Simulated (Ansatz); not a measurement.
# BSiF (triplet): PBE, BLYP, r2SCAN, B97M-V, PBE0, B3LYP over vertical spin and charge gaps, def2-QZVPP

How well do these functionals follow the top wave-function level for BSiF (triplet) over vertical spin and charge gaps?

Program: Ansatz 0.2.0, Gaussian basis. Level of theory: def2-QZVPP, all electrons in the functionals. These are calculated values, not measurements.

To be run: PBE, BLYP, r2SCAN, B97M-V, PBE0, B3LYP, at charge 0, triplet; charge 0, singlet; charge 0, quintet; charge 1, doublet; charge 1, quartet.

2 further runs of the same task are left out: 2 set aside as unsound or not needed.

## Step 1: The system

The geometry is a PBE0/def2-TZVP stationary point (not a proven minimum).

3 atoms, charge 0, spin multiplicity 3.

Atoms are counted from 1 here; the program's logs count them from 0.

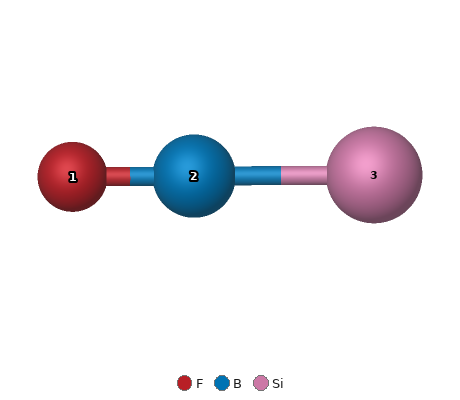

The structure; fluorine red, boron blue, silicon pink; atoms are numbered from 1 in the order of the file.

No dispersion term is added; B97M-V holds VV10 nonlocal correlation. B3LYP takes the VWN-RPA correlation.

The geometry shown and the zero of energy belong to the point charge 0, triplet. The yardstick, UCCSD(T), and other wave-function levels (R restricted, U unrestricted, valence and pair active spaces) come from earlier runs.

## Step 2: PBE, charge 0, triplet

Contents of in.yaml:

```yaml
crystal:
  periodic: [false, false, false]
  atoms:
    - {symbol: F, position_ang: [0.000000, 0.000000, 1.485424]}
    - {symbol: B, position_ang: [0.000000, 0.000000, 0.205103]}
    - {symbol: Si, position_ang: [0.000000, 0.000000, -1.690526]}
basis:
  gaussian: {orbitals: "def2-QZVPP.json"}
magnetization: {spin_polarized: true, initial_magnetization: 2}
hamiltonian: {xc: {name: PBE}}
output: {orbitals: {seedname: orbitals}}
```

Run with:

```bash
$ ansatz run in.yaml --threads 1 --pin off --events-out ev --progress --plain --max-ram 2393MiB
```

The program printed, shortened:

```text
Functional definition: PBE
  name "PBE"
  cite "Perdew, Burke & Ernzerhof, Phys. Rev. Lett. 77, 3865 (1996) doi:10.1103/PhysRevLett.77.3865"
  parent pbe
[...]
733 factors; their error is unknown
[...]
mean field -11263.42311341 eV, -413.9231647956 hartree, gradient 5.2e-5 eV, S^2 2.009135; 0 other end points of the search recorded, 0 dependent functions left out
reference -11263.42315368 eV, -413.9231662752 hartree; 15, 13 occupied and 169, 171 virtual orbitals, 733 factors
Total energy: -11263.42315368 eV, -413.9231662752 hartree
```

It took 3.9 s on 1 thread of Arm Neoverse V1, shared host.

From the report: ⟨S²⟩ of the determinant 2.009 (pure triplet: 2.00).

## Step 3: PBE, charge 0, singlet

in.yaml: that of step 2 with these lines changed.

```diff
@@ -8,3 +8,3 @@
   gaussian: {orbitals: "def2-QZVPP.json"}
-magnetization: {spin_polarized: true, initial_magnetization: 2}
+magnetization: {spin_polarized: true, initial_magnetization: 0}
 hamiltonian: {xc: {name: PBE}}
```

The command is unchanged.

The program printed, shortened:

```text
Functional definition: PBE
  name "PBE"
  cite "Perdew, Burke & Ernzerhof, Phys. Rev. Lett. 77, 3865 (1996) doi:10.1103/PhysRevLett.77.3865"
  parent pbe
[...]
733 factors; their error is unknown
[...]
mean field -11263.21376476 eV, -413.9154713743 hartree, gradient 2.2e-5 eV, S^2 1.008757; 9 other end points of the search recorded, 0 dependent functions left out
reference -11263.21380299 eV, -413.9154727792 hartree; 14, 14 occupied and 170, 170 virtual orbitals, 733 factors
Total energy: -11263.21380299 eV, -413.9154727792 hartree
```

Wall time 26 s (1 thread of Arm Neoverse V1, shared host); peak memory 0.36 GiB.

From the report: ⟨S²⟩ of the determinant 1.009 (pure singlet: 0.00). The determinant is far from a pure spin state, so its energy mixes those of several spin states (harmless only where they are near-degenerate, as at dissociation).

From charge 0, triplet: +0.209 eV.

## Step 4: PBE, charge 0, quintet

in.yaml: that of step 3 with these lines changed.

```diff
@@ -8,3 +8,3 @@
   gaussian: {orbitals: "def2-QZVPP.json"}
-magnetization: {spin_polarized: true, initial_magnetization: 0}
+magnetization: {spin_polarized: true, initial_magnetization: 4}
 hamiltonian: {xc: {name: PBE}}
```

Launched as before.

The program printed, shortened:

```text
Functional definition: PBE
  name "PBE"
  cite "Perdew, Burke & Ernzerhof, Phys. Rev. Lett. 77, 3865 (1996) doi:10.1103/PhysRevLett.77.3865"
  parent pbe
[...]
733 factors; their error is unknown
[...]
mean field -11259.10727159 eV, -413.7645605338 hartree, gradient 2.1e-5 eV, S^2 6.003784; 4 other end points of the search recorded, 0 dependent functions left out
reference -11259.10731579 eV, -413.7645621582 hartree; 16, 12 occupied and 168, 172 virtual orbitals, 733 factors
Total energy: -11259.10731579 eV, -413.7645621582 hartree
```

Run time: 13 s. Hardware: 1 thread of Arm Neoverse V1, shared host; peak memory 0.32 GiB.

From the report: ⟨S²⟩ of the determinant 6.004 (pure quintet: 6.00).

From charge 0, triplet: +4.316 eV.

## Step 5: PBE, charge 1, doublet

in.yaml: that of step 4 with these lines changed.

```diff
@@ -8,3 +8,4 @@
   gaussian: {orbitals: "def2-QZVPP.json"}
-magnetization: {spin_polarized: true, initial_magnetization: 4}
+total_charge: 1
+magnetization: {spin_polarized: true, initial_magnetization: 1}
 hamiltonian: {xc: {name: PBE}}
```

Same command.

The program printed, shortened:

```text
Functional definition: PBE
  name "PBE"
  cite "Perdew, Burke & Ernzerhof, Phys. Rev. Lett. 77, 3865 (1996) doi:10.1103/PhysRevLett.77.3865"
  parent pbe
[...]
733 factors; their error is unknown
[...]
mean field -11254.77890981 eV, -413.6054961723 hartree, gradient 1.6e-5 eV, S^2 0.754797; 2 other end points of the search recorded, 0 dependent functions left out
reference -11254.77894821 eV, -413.6054975835 hartree; 14, 13 occupied and 170, 171 virtual orbitals, 733 factors
Total energy: -11254.77894821 eV, -413.6054975835 hartree
```

It took 8 s on 1 thread of Arm Neoverse V1, shared host; peak memory 0.31 GiB.

From the report: ⟨S²⟩ of the determinant 0.755 (pure doublet: 0.75).

From charge 0, triplet: +8.644 eV.

## Step 6: PBE, charge 1, quartet

in.yaml: that of step 5 with these lines changed.

```diff
@@ -9,3 +9,3 @@
 total_charge: 1
-magnetization: {spin_polarized: true, initial_magnetization: 1}
+magnetization: {spin_polarized: true, initial_magnetization: 3}
 hamiltonian: {xc: {name: PBE}}
```

The command is unchanged.

The program printed, shortened:

```text
Functional definition: PBE
  name "PBE"
  cite "Perdew, Burke & Ernzerhof, Phys. Rev. Lett. 77, 3865 (1996) doi:10.1103/PhysRevLett.77.3865"
  parent pbe
[...]
733 factors; their error is unknown
[...]
mean field -11253.68910051 eV, -413.5654464191 hartree, gradient 2.6e-5 eV, S^2 3.752159; 0 other end points of the search recorded, 0 dependent functions left out
reference -11253.68914405 eV, -413.5654480193 hartree; 15, 12 occupied and 169, 172 virtual orbitals, 733 factors
Total energy: -11253.68914405 eV, -413.5654480193 hartree
```

Wall time 4 s (1 thread of Arm Neoverse V1, shared host).

From the report: ⟨S²⟩ of the determinant 3.752 (pure quartet: 3.75).

From charge 0, triplet: +9.734 eV.

## Step 7: BLYP, charge 0, triplet

Contents of in.yaml:

```yaml
crystal:
  periodic: [false, false, false]
  atoms:
    - {symbol: F, position_ang: [0.000000, 0.000000, 1.485424]}
    - {symbol: B, position_ang: [0.000000, 0.000000, 0.205103]}
    - {symbol: Si, position_ang: [0.000000, 0.000000, -1.690526]}
basis:
  gaussian: {orbitals: "def2-QZVPP.json"}
magnetization: {spin_polarized: true, initial_magnetization: 2}
hamiltonian: {xc: {name: BLYP}}
```

Same command.

The program printed, shortened:

```text
Functional definition: BLYP
  name "BLYP"
  cite "Becke, Phys. Rev. A 38, 3098 (1988) doi:10.1103/PhysRevA.38.3098"
  cite "Lee, Yang & Parr, Phys. Rev. B 37, 785 (1988) doi:10.1103/PhysRevB.37.785"
[...]
733 factors; their error is unknown
[...]
mean field -11270.79405083 eV, -414.1940417492 hartree, gradient 3.7e-5 eV, S^2 2.006069; 0 other end points of the search recorded, 0 dependent functions left out
reference -11270.79432167 eV, -414.1940517025 hartree; 15, 13 occupied and 169, 171 virtual orbitals, 733 factors
Total energy: -11270.79432167 eV, -414.1940517025 hartree
```

It took 4.7 s on 1 thread of Arm Neoverse V1, shared host.

From the report: ⟨S²⟩ of the determinant 2.006 (pure triplet: 2.00).

## Step 8: BLYP, charge 0, singlet

in.yaml: that of step 7 with these lines changed.

```diff
@@ -8,3 +8,3 @@
   gaussian: {orbitals: "def2-QZVPP.json"}
-magnetization: {spin_polarized: true, initial_magnetization: 2}
+magnetization: {spin_polarized: true, initial_magnetization: 0}
 hamiltonian: {xc: {name: BLYP}}
```

The command is unchanged.

The program printed, shortened:

```text
Functional definition: BLYP
  name "BLYP"
  cite "Becke, Phys. Rev. A 38, 3098 (1988) doi:10.1103/PhysRevA.38.3098"
  cite "Lee, Yang & Parr, Phys. Rev. B 37, 785 (1988) doi:10.1103/PhysRevB.37.785"
[...]
733 factors; their error is unknown
[...]
mean field -11270.64768263 eV, -414.1886628171 hartree, gradient 1.3e-5 eV, S^2 1.006307; 12 other end points of the search recorded, 0 dependent functions left out
reference -11270.64795041 eV, -414.1886726578 hartree; 14, 14 occupied and 170, 170 virtual orbitals, 733 factors
Total energy: -11270.64795041 eV, -414.1886726578 hartree
```

Run time: 34 s. Hardware: 1 thread of Arm Neoverse V1, shared host; peak memory 0.36 GiB.

From the report: ⟨S²⟩ of the determinant 1.006 (pure singlet: 0.00). The determinant is far from a pure spin state, so its energy mixes those of several spin states (harmless only where they are near-degenerate, as at dissociation).

From charge 0, triplet: +0.146 eV.

## Step 9: BLYP, charge 0, quintet

in.yaml: that of step 8 with these lines changed.

```diff
@@ -8,3 +8,3 @@
   gaussian: {orbitals: "def2-QZVPP.json"}
-magnetization: {spin_polarized: true, initial_magnetization: 0}
+magnetization: {spin_polarized: true, initial_magnetization: 4}
 hamiltonian: {xc: {name: BLYP}}
```

Same command.

The program printed, shortened:

```text
Functional definition: BLYP
  name "BLYP"
  cite "Becke, Phys. Rev. A 38, 3098 (1988) doi:10.1103/PhysRevA.38.3098"
  cite "Lee, Yang & Parr, Phys. Rev. B 37, 785 (1988) doi:10.1103/PhysRevB.37.785"
[...]
733 factors; their error is unknown
[...]
mean field -11266.21579013 eV, -414.0257937720 hartree, gradient 1.7e-5 eV, S^2 6.002846; 4 other end points of the search recorded, 0 dependent functions left out
reference -11266.21606233 eV, -414.0258037751 hartree; 16, 12 occupied and 168, 172 virtual orbitals, 733 factors
Total energy: -11266.21606233 eV, -414.0258037751 hartree
```

It took 15 s on 1 thread of Arm Neoverse V1, shared host; peak memory 0.31 GiB.

From the report: ⟨S²⟩ of the determinant 6.003 (pure quintet: 6.00).

From charge 0, triplet: +4.578 eV.

## Step 10: BLYP, charge 1, doublet

in.yaml: that of step 9 with these lines changed.

```diff
@@ -8,3 +8,4 @@
   gaussian: {orbitals: "def2-QZVPP.json"}
-magnetization: {spin_polarized: true, initial_magnetization: 4}
+total_charge: 1
+magnetization: {spin_polarized: true, initial_magnetization: 1}
 hamiltonian: {xc: {name: BLYP}}
```

The command is unchanged.

The program printed, shortened:

```text
Functional definition: BLYP
  name "BLYP"
  cite "Becke, Phys. Rev. A 38, 3098 (1988) doi:10.1103/PhysRevA.38.3098"
  cite "Lee, Yang & Parr, Phys. Rev. B 37, 785 (1988) doi:10.1103/PhysRevB.37.785"
[...]
733 factors; their error is unknown
[...]
mean field -11262.44031848 eV, -413.8870477478 hartree, gradient 4.0e-5 eV, S^2 0.753417; 2 other end points of the search recorded, 0 dependent functions left out
reference -11262.44058802 eV, -413.8870576534 hartree; 14, 13 occupied and 170, 171 virtual orbitals, 733 factors
Total energy: -11262.44058802 eV, -413.8870576534 hartree
```

Run time: 9.5 s. Hardware: 1 thread of Arm Neoverse V1, shared host; peak memory 0.31 GiB.

From the report: ⟨S²⟩ of the determinant 0.753 (pure doublet: 0.75).

From charge 0, triplet: +8.354 eV.

## Step 11: BLYP, charge 1, quartet

in.yaml: that of step 10 with these lines changed.

```diff
@@ -9,3 +9,3 @@
 total_charge: 1
-magnetization: {spin_polarized: true, initial_magnetization: 1}
+magnetization: {spin_polarized: true, initial_magnetization: 3}
 hamiltonian: {xc: {name: BLYP}}
```

Launched as before.

The program printed, shortened:

```text
Functional definition: BLYP
  name "BLYP"
  cite "Becke, Phys. Rev. A 38, 3098 (1988) doi:10.1103/PhysRevA.38.3098"
  cite "Lee, Yang & Parr, Phys. Rev. B 37, 785 (1988) doi:10.1103/PhysRevB.37.785"
[...]
733 factors; their error is unknown
[...]
mean field -11261.04852443 eV, -413.8359002599 hartree, gradient 3.0e-5 eV, S^2 3.751510; 0 other end points of the search recorded, 0 dependent functions left out
reference -11261.04879994 eV, -413.8359103847 hartree; 15, 12 occupied and 169, 172 virtual orbitals, 733 factors
Total energy: -11261.04879994 eV, -413.8359103847 hartree
```

Wall time 4.8 s (1 thread of Arm Neoverse V1, shared host).

From the report: ⟨S²⟩ of the determinant 3.752 (pure quartet: 3.75).

From charge 0, triplet: +9.746 eV.

## Step 12: r2SCAN, charge 0, triplet

in.yaml: that of step 11 with these lines changed.

```diff
@@ -8,4 +8,3 @@
   gaussian: {orbitals: "def2-QZVPP.json"}
-total_charge: 1
-magnetization: {spin_polarized: true, initial_magnetization: 3}
-hamiltonian: {xc: {name: BLYP}}
+magnetization: {spin_polarized: true, initial_magnetization: 2}
+hamiltonian: {xc: {name: r2SCAN}}
```

Launched as before.

The program printed, shortened:

```text
Functional definition: r2SCAN
  name "r2SCAN"
  cite "Furness, Kaplan, Ning, Perdew & Sun, J. Phys. Chem. Lett. 11, 8208 (2020) doi:10.1021/acs.jpclett.0c02405"
  cite "Furness, Kaplan, Ning, Perdew & Sun, J. Phys. Chem. Lett. 11, 9248 (2020) doi:10.1021/acs.jpclett.0c03077"
  parent r2scan
[...]
733 factors; their error is unknown
[...]
mean field -11268.68561370 eV, -414.1165581142 hartree, gradient 8.3e-5 eV, S^2 2.018440; 0 other end points of the search recorded, 0 dependent functions left out
reference -11268.68563036 eV, -414.1165587263 hartree; 15, 13 occupied and 169, 171 virtual orbitals, 733 factors
Total energy: -11268.68563036 eV, -414.1165587263 hartree
```

Wall time 9 s (1 thread of Arm Neoverse V1, shared host).

From the report: ⟨S²⟩ of the determinant 2.018 (pure triplet: 2.00).

## Step 13: r2SCAN, charge 0, singlet

in.yaml: that of step 12 with these lines changed.

```diff
@@ -8,3 +8,3 @@
   gaussian: {orbitals: "def2-QZVPP.json"}
-magnetization: {spin_polarized: true, initial_magnetization: 2}
+magnetization: {spin_polarized: true, initial_magnetization: 0}
 hamiltonian: {xc: {name: r2SCAN}}
```

The command is unchanged.

The program printed, shortened:

```text
Functional definition: r2SCAN
  name "r2SCAN"
  cite "Furness, Kaplan, Ning, Perdew & Sun, J. Phys. Chem. Lett. 11, 8208 (2020) doi:10.1021/acs.jpclett.0c02405"
  cite "Furness, Kaplan, Ning, Perdew & Sun, J. Phys. Chem. Lett. 11, 9248 (2020) doi:10.1021/acs.jpclett.0c03077"
  parent r2scan
[...]
733 factors; their error is unknown
[...]
mean field -11268.54784967 eV, -414.1114953793 hartree, gradient 6.0e-5 eV, S^2 1.017973; 8 other end points of the search recorded, 0 dependent functions left out
reference -11268.54786652 eV, -414.1114959987 hartree; 14, 14 occupied and 170, 170 virtual orbitals, 733 factors
Total energy: -11268.54786652 eV, -414.1114959987 hartree
```

Wall time 72 s (1 thread of Arm Neoverse V1, shared host); peak memory 0.42 GiB.

From the report: ⟨S²⟩ of the determinant 1.018 (pure singlet: 0.00). The determinant is far from a pure spin state, so its energy mixes those of several spin states (harmless only where they are near-degenerate, as at dissociation).

From charge 0, triplet: +0.138 eV.

## Step 14: r2SCAN, charge 0, quintet

in.yaml: that of step 13 with these lines changed.

```diff
@@ -8,3 +8,3 @@
   gaussian: {orbitals: "def2-QZVPP.json"}
-magnetization: {spin_polarized: true, initial_magnetization: 0}
+magnetization: {spin_polarized: true, initial_magnetization: 4}
 hamiltonian: {xc: {name: r2SCAN}}
```

Launched as before.

The program printed, shortened:

```text
Functional definition: r2SCAN
  name "r2SCAN"
  cite "Furness, Kaplan, Ning, Perdew & Sun, J. Phys. Chem. Lett. 11, 8208 (2020) doi:10.1021/acs.jpclett.0c02405"
  cite "Furness, Kaplan, Ning, Perdew & Sun, J. Phys. Chem. Lett. 11, 9248 (2020) doi:10.1021/acs.jpclett.0c03077"
  parent r2scan
[...]
733 factors; their error is unknown
[...]
mean field -11264.55928068 eV, -413.9649181723 hartree, gradient 7.8e-5 eV, S^2 6.007124; 1 other end points of the search recorded, 0 dependent functions left out
reference -11264.55929931 eV, -413.9649188570 hartree; 16, 12 occupied and 168, 172 virtual orbitals, 733 factors
Total energy: -11264.55929931 eV, -413.9649188570 hartree
```

It took 14 s on 1 thread of Arm Neoverse V1, shared host; peak memory 0.35 GiB.

From the report: ⟨S²⟩ of the determinant 6.007 (pure quintet: 6.00).

From charge 0, triplet: +4.126 eV.

## Step 15: r2SCAN, charge 1, doublet

in.yaml: that of step 14 with these lines changed.

```diff
@@ -8,3 +8,4 @@
   gaussian: {orbitals: "def2-QZVPP.json"}
-magnetization: {spin_polarized: true, initial_magnetization: 4}
+total_charge: 1
+magnetization: {spin_polarized: true, initial_magnetization: 1}
 hamiltonian: {xc: {name: r2SCAN}}
```

The command is unchanged.

The program printed, shortened:

```text
Functional definition: r2SCAN
  name "r2SCAN"
  cite "Furness, Kaplan, Ning, Perdew & Sun, J. Phys. Chem. Lett. 11, 8208 (2020) doi:10.1021/acs.jpclett.0c02405"
  cite "Furness, Kaplan, Ning, Perdew & Sun, J. Phys. Chem. Lett. 11, 9248 (2020) doi:10.1021/acs.jpclett.0c03077"
  parent r2scan
[...]
733 factors; their error is unknown
[...]
mean field -11259.90356357 eV, -413.7938237246 hartree, gradient 1.8e-6 eV, S^2 0.838517; 5 other end points of the search recorded, 0 dependent functions left out
reference -11259.90357753 eV, -413.7938242376 hartree; 14, 13 occupied and 170, 171 virtual orbitals, 733 factors
Total energy: -11259.90357753 eV, -413.7938242376 hartree
```

Wall time 58 s (1 thread of Arm Neoverse V1, shared host); peak memory 0.4 GiB.

From the report: ⟨S²⟩ of the determinant 0.839 (pure doublet: 0.75).

From charge 0, triplet: +8.782 eV.

## Step 16: r2SCAN, charge 1, quartet

in.yaml: that of step 15 with these lines changed.

```diff
@@ -9,3 +9,3 @@
 total_charge: 1
-magnetization: {spin_polarized: true, initial_magnetization: 1}
+magnetization: {spin_polarized: true, initial_magnetization: 3}
 hamiltonian: {xc: {name: r2SCAN}}
```

Launched as before.

The program printed, shortened:

```text
Functional definition: r2SCAN
  name "r2SCAN"
  cite "Furness, Kaplan, Ning, Perdew & Sun, J. Phys. Chem. Lett. 11, 8208 (2020) doi:10.1021/acs.jpclett.0c02405"
  cite "Furness, Kaplan, Ning, Perdew & Sun, J. Phys. Chem. Lett. 11, 9248 (2020) doi:10.1021/acs.jpclett.0c03077"
  parent r2scan
[...]
733 factors; their error is unknown
[...]
mean field -11259.07740121 eV, -413.7634628177 hartree, gradient 5.4e-5 eV, S^2 3.753387; 0 other end points of the search recorded, 0 dependent functions left out
reference -11259.07741704 eV, -413.7634633993 hartree; 15, 12 occupied and 169, 172 virtual orbitals, 733 factors
Total energy: -11259.07741704 eV, -413.7634633993 hartree
```

Wall time 9 s (1 thread of Arm Neoverse V1, shared host).

From the report: ⟨S²⟩ of the determinant 3.753 (pure quartet: 3.75).

From charge 0, triplet: +9.608 eV.

## Step 17: B97M-V, charge 0, triplet

in.yaml: that of step 16 with these lines changed.

```diff
@@ -8,4 +8,3 @@
   gaussian: {orbitals: "def2-QZVPP.json"}
-total_charge: 1
-magnetization: {spin_polarized: true, initial_magnetization: 3}
-hamiltonian: {xc: {name: r2SCAN}}
+magnetization: {spin_polarized: true, initial_magnetization: 2}
+hamiltonian: {xc: {name: B97M-V}}
```

Launched as before.

The program printed, shortened:

```text
Functional definition: B97M-V
  name "B97M-V"
  cite "Mardirossian & Head-Gordon, J. Chem. Phys. 142, 074111 (2015) doi:10.1063/1.4907719"
  cite "Becke, J. Chem. Phys. 107, 8554 (1997) doi:10.1063/1.475007"
  cite "Vydrov & Van Voorhis, J. Chem. Phys. 133, 244103 (2010) doi:10.1063/1.3521275"
  # Of w^i u^j: cxij and so on, Table III.
[...]
  gx(w, u) = cx00 + cx01*u + cx02*u^2 + (cx10 + cx11*u)*w
[...]
  gos(w, u) = cos00 + cos01*u + cos03*u^3 + cos10*w + cos32*w^3*u^2
[...]
      + integral(e_c_pw_mod_opposite_spin*gos(b97_w_opposite, b97_u_opposite)) + vv10(b, c)
733 factors; their error is unknown
[...]
mean field -11268.29560209 eV, -414.1022254516 hartree, gradient 1.1e-5 eV, S^2 2.011388; 0 other end points of the search recorded, 0 dependent functions left out
reference -11268.29565822 eV, -414.1022275145 hartree; 15, 13 occupied and 169, 171 virtual orbitals, 733 factors
Total energy: -11268.29565822 eV, -414.1022275145 hartree
```

Wall time 14 s (1 thread of Arm Neoverse V1, shared host); peak memory 0.29 GiB.

From the report: ⟨S²⟩ of the determinant 2.011 (pure triplet: 2.00).

## Step 18: B97M-V, charge 0, singlet

in.yaml: that of step 17 with these lines changed.

```diff
@@ -8,3 +8,3 @@
   gaussian: {orbitals: "def2-QZVPP.json"}
-magnetization: {spin_polarized: true, initial_magnetization: 2}
+magnetization: {spin_polarized: true, initial_magnetization: 0}
 hamiltonian: {xc: {name: B97M-V}}
```

Same command.

The program printed, shortened:

```text
Functional definition: B97M-V
  name "B97M-V"
  cite "Mardirossian & Head-Gordon, J. Chem. Phys. 142, 074111 (2015) doi:10.1063/1.4907719"
  cite "Becke, J. Chem. Phys. 107, 8554 (1997) doi:10.1063/1.475007"
  cite "Vydrov & Van Voorhis, J. Chem. Phys. 133, 244103 (2010) doi:10.1063/1.3521275"
  # Of w^i u^j: cxij and so on, Table III.
[...]
  gx(w, u) = cx00 + cx01*u + cx02*u^2 + (cx10 + cx11*u)*w
[...]
  gos(w, u) = cos00 + cos01*u + cos03*u^3 + cos10*w + cos32*w^3*u^2
[...]
      + integral(e_c_pw_mod_opposite_spin*gos(b97_w_opposite, b97_u_opposite)) + vv10(b, c)
733 factors; their error is unknown
[...]
mean field -11268.03430136 eV, -414.0926228270 hartree, gradient 3.1e-5 eV, S^2 1.007911; 8 other end points of the search recorded, 0 dependent functions left out
reference -11268.03435472 eV, -414.0926247880 hartree; 14, 14 occupied and 170, 170 virtual orbitals, 733 factors
Total energy: -11268.03435472 eV, -414.0926247880 hartree
```

It took 84 s on 1 thread of Arm Neoverse V1, shared host; peak memory 0.47 GiB.

From the report: ⟨S²⟩ of the determinant 1.008 (pure singlet: 0.00). The determinant is far from a pure spin state, so its energy mixes those of several spin states (harmless only where they are near-degenerate, as at dissociation).

From charge 0, triplet: +0.261 eV.

[end of part 1 of 2]
